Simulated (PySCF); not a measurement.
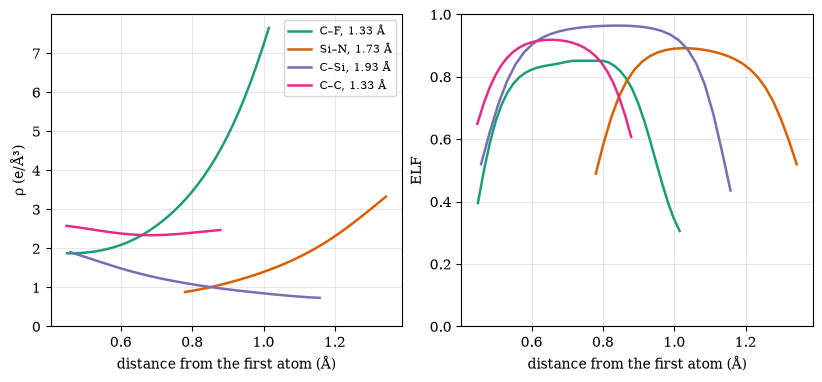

The picture shows: C₃H₁₀F₃NSi₃. Total electron density and electron localisation function along straight lines between neighbouring atoms. The curves leave out the atomic cores.

Geometry: GFN2-xTB.

All numbers below come from PySCF, PBE0/pcSseg-1, SCF density, gas phase, non-relativistic.

```xyz
20

F     2.0014    0.5793    2.5837
C     1.9494    0.5855    1.2536
F     1.9730    1.8378    0.7897
C     1.9114   -0.4765    0.4591
F     1.9030   -1.6984    1.0355
C     1.7674   -0.4602   -1.0068
Si   -0.0490   -0.9181   -1.4672
N    -1.1048   -0.0185   -0.4281
Si   -2.0876   -0.8570    0.7584
Si   -1.2728    1.7193   -0.6014
H     2.0215    0.5270   -1.3822
H     2.4485   -1.1869   -1.4452
H    -0.2448   -2.3453   -1.2310
H    -0.2448   -0.5646   -2.8742
H    -2.5602    0.1410    1.7142
H    -1.2564   -1.8664    1.4101
H    -3.2111   -1.4845    0.0565
H    -0.3143    2.1448   -1.6194
H    -2.6448    2.0121   -1.0248
H    -0.9899    2.3403    0.6910
```

Question: Compare the contacts.

Answer: C–F (1.33 Å): ρ at the midpoint is about 2.4 e/Å³, with its minimum of 1.9 e/Å³ about 0.5 Å from C; the ELF peaks at about 0.85 between the atoms: a shared but strongly polarised pair.
Si–N (1.73 Å): ρ at the midpoint is about 1 e/Å³; the ELF peaks at about 0.90 between the atoms; a shared but strongly polarised pair.
C–Si (1.93 Å): ρ at the midpoint is about 0.88 e/Å³; the ELF peaks at about 0.95 between the atoms; localised, covalent bonding.
C–C (1.33 Å): ρ at the midpoint is about 2.3 e/Å³; the ELF peaks at about 0.90 between the atoms (a short, multiple covalent bond).
